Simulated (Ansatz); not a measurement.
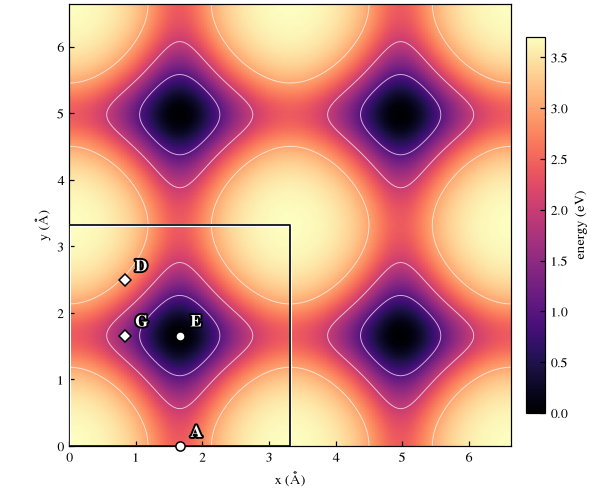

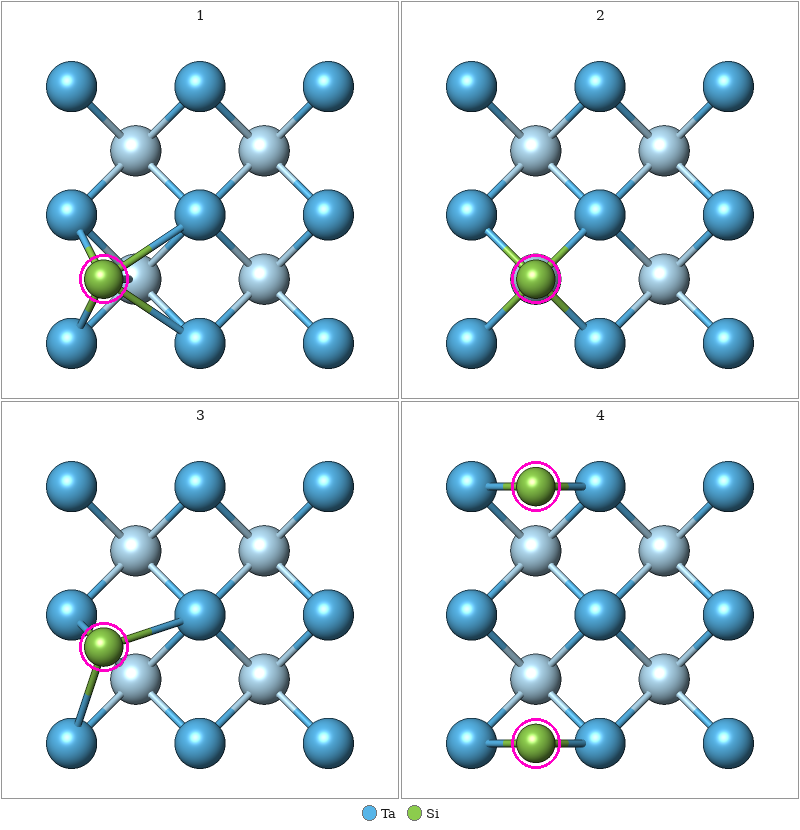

Si on a Ta(100) slab cut from the Im-3m phase, its upper half relaxed before the scan (16 atoms of substrate and one adsorbate in a 2 × 2 cell). Si is moved over the surface cell; relaxed at each place: the height of the adsorbate's atoms; substrate rigid; the origin of the map has the adsorbate above Ta13. Places are given modulo a cell vector. The map is drawn in real space over the plane of the surface. The scan uses an 8 × 8 grid; 15 points were computed and 49 follow by symmetry. Places are given in fractions of the 1 × 1 surface cell. Energies: eV, counted from the lowest grid point. The calculation used Ansatz 0.2.0, DFT PBE, scalar-relativistic, plane waves, PAW. Settings: cutoff 420 eV, k-mesh 4×4×1, gaussian smearing 0.1 eV, no spin polarisation.

In the figure: a smooth colour map with a few white contour lines, the outline of one cell of the 2 × 2 shown, lettered points. Between grid points the surface is interpolated. The numbered pictures are the structures at these points, in random order. Rings mark the moved atoms.

### Which structure belongs to which point?

A is structure 4: a bridge site between two Ta atoms, (4/8, 0/8) of the cell vectors, 2.41 eV; D is structure 3: (2/8, 6/8) of the cell vectors [nearest 1 Ta at 2.36 Å], 2.91 eV; E is structure 2: a fourfold hollow over a second-layer Ta atom, (4/8, 4/8) of the cell vectors, 0.00 eV; G is structure 1: (2/8, 4/8) of the cell vectors [nearest 2 Ta at 2.44 Å], 1.52 eV.

PAW datasets: the set soft_1.
